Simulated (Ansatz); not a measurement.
# Calculations on BNH$_{5}$F

### Relaxation

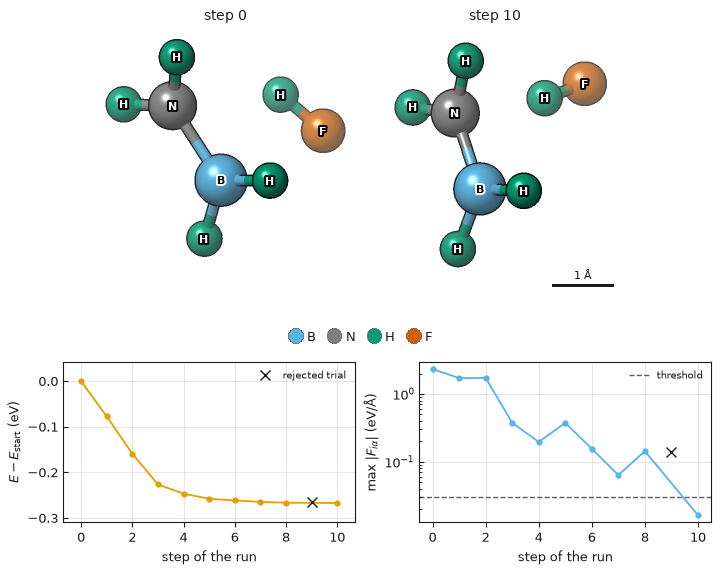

First and last geometry of a relaxation of BNH5F, with the history of the run. Style: ball-and-stick. Shown at a tilt.

The run prepares an end point of a later path (reaction) calculation, from a guessed geometry.

Level of theory: RKS PBE0/def2-TZVP in Ansatz.

The input:
```yaml
crystal:
  periodic: [false, false, false]
  atoms:
    - { symbol: B, position_ang: [0.023961, -0.169886, 0.259387] }
    - { symbol: "N", position_ang: [0.035605, -0.270577, 1.72989] }
    - { symbol: H, position_ang: [-0.781607, -0.533418, 2.254192] }
    - { symbol: H, position_ang: [0.891316, -0.308824, 2.258547] }
    - { symbol: H, position_ang: [1.068034, -0.052299, -0.302364] }
    - { symbol: H, position_ang: [-1.017086, -0.314172, -0.302644] }
    - { symbol: F, position_ang: [-0.30962, 2.330092, 0.440816] }
    - { symbol: H, position_ang: [-0.256103, 1.917485, 1.265875] }
basis:
  gaussian: { orbitals: def2-TZVP }
hamiltonian:
  xc: pbe0
relax:
  f_tol: 0.03
  max_steps: 50
```

Launched with:
```bash
ansatz run input.yaml --threads 4 --pin off --max-ram 5120MiB --backend cpu --events-out ev --progress --plain --runs-dir out
```

Q: Read the history and describe the run.

A: It converged. The largest move after the best rigid fit is that of F7, 0.88 Å. Largest moves by element: F 0.88 Å, H 0.42 Å, B 0.30 Å, N 0.27 Å. Some distances before and after: B1–N2 1.474 → 1.399 Å, F7–H8 0.924 → 0.936 Å. After 9 accepted moves (10 points after the start) the energy has fallen by 0.267 eV. The largest force component goes from 2.3 to 0.016 eV/Å. The line search rejected the trial step at point 9 of the run. The run took 11 s on 4 threads of Arm Neoverse V1, with other jobs on the host, peak memory 0.17 GiB.

Limits of the set-up: the start holds two separate molecules, 2.3 Å apart at their closest, whose relative position is a soft coordinate and is computed without a dispersion correction.

### Relaxation

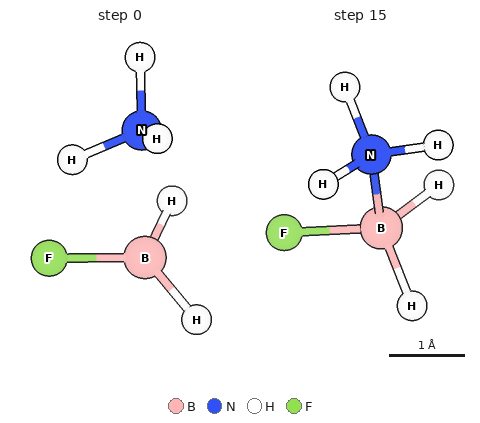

The structure of BNH₅F before (left) and after (right) a relaxation, at one scale.

Style: ball-and-stick. Shown from a free direction.

The run prepares an end point of a later path (reaction) calculation, from a guessed geometry.

Method: Ansatz, RKS PBE0/def2-TZVP. Set-up: no spin polarisation; force threshold 0.03 eV/Å; at most 50 steps.

Q: What changed between the two?

A: An H atom moves most after the best rigid fit: 1.05 Å. Largest moves by element: H 1.05 Å, B 0.61 Å, N 0.50 Å, F 0.48 Å. Some distances before and after: B–N 2.738 → 1.656 Å, B–F 1.327 → 1.396 Å, B–H 1.196 → 1.217 Å, H–N 1.033 → 1.016 Å. New bonds form, among them: B–N (2.74 → 1.66 Å). Bond angles that change, for instance: H–B–H 124.2° → 114.8°, H–B–F 117.7° → 114.2°. After 13 accepted moves (15 points after the start) the energy has fallen by 20.5 kcal/mol. The largest force component goes from 0.84 to 0.016 eV/Å. The line search rejected the trial steps at points 5, 10 of the run. The forces were under the threshold at step 13, but the run went on from there.

### Path

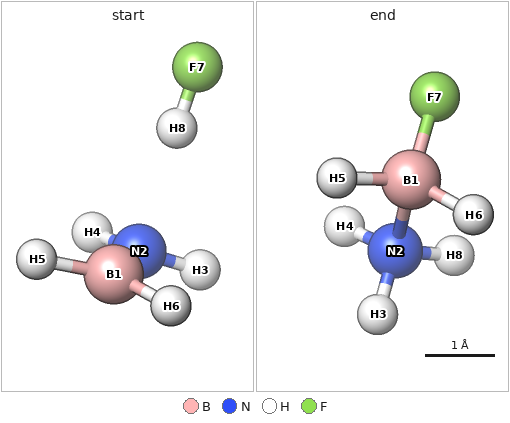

The two relaxed end points of a path for BNH₅F. Style: ball-and-stick. Shown from a free direction.

All numbers below come from RKS PBE0/def2-TZVP (Ansatz).

Run with 9 movable images; climbing image; force threshold 0.05 eV/Å; iteration limit 60.

Start:
```xyz
8

B     0.0611   -0.4599    0.1833
N     0.0112   -0.0903    1.5318
H    -0.8261   -0.1849    2.0858
H     0.8435    0.0355    2.0870
H     1.1185   -0.4586   -0.3714
H    -0.9596   -0.7315   -0.3736
F    -0.3584    2.7078    1.2252
H    -0.2356    1.7803    1.2357
```

End:
```xyz
8

B     0.0439    0.3624    0.1100
N    -0.1361    0.2373    1.7512
H    -0.3629   -0.7150    2.0195
H     0.7231    0.5126    2.2187
H     0.9609   -0.3924   -0.1554
H    -1.0380    0.0279   -0.3351
F     0.3439    1.7134   -0.0737
H    -0.8804    0.8521    2.0685
```

What barrier does the band find between them, and by what path?

Answer. The highest point, image 4, lies 13.4 kcal/mol above the start and 32.0 kcal/mol above the end; the end is at −18.6 kcal/mol relative to the start. Breaking: F7–H8 (0.94 → 1.08 at the top → 2.61 Å). Forming: B1–F7 (3.36 → 1.80 at the top → 1.40 Å), N2–H8 (1.91 → 1.39 at the top → 1.02 Å). The band converged in 11 iterations, with a climbing image at the top. At the top, the vibrational analysis gives one imaginary mode (724i cm⁻¹), as a transition state must have.

Energies of the converged images:

| image | path (Å) | E (kcal/mol) |
| --- | --- | --- |
| 0 | 0.00 | 0.0 |
| 1 | 0.44 | 0.4 |
| 2 | 0.89 | 1.7 |
| 3 | 1.33 | 6.1 |
| 4 | 1.78 | 13.4 |
| 5 | 2.15 | -0.6 |
| 6 | 2.53 | -14.4 |
| 7 | 2.91 | -17.1 |
| 8 | 3.29 | -17.7 |
| 9 | 3.67 | -18.3 |
| 10 | 4.05 | -18.6 |

The geometry at the top of the path:

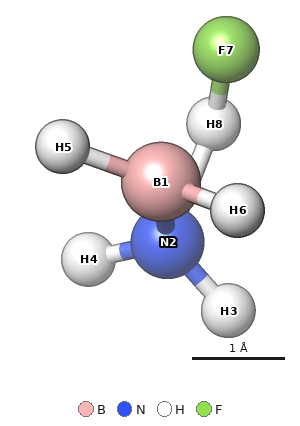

The run took 87 s on 4 threads of Arm Neoverse V1 (shared host), peak memory 0.18 GiB.
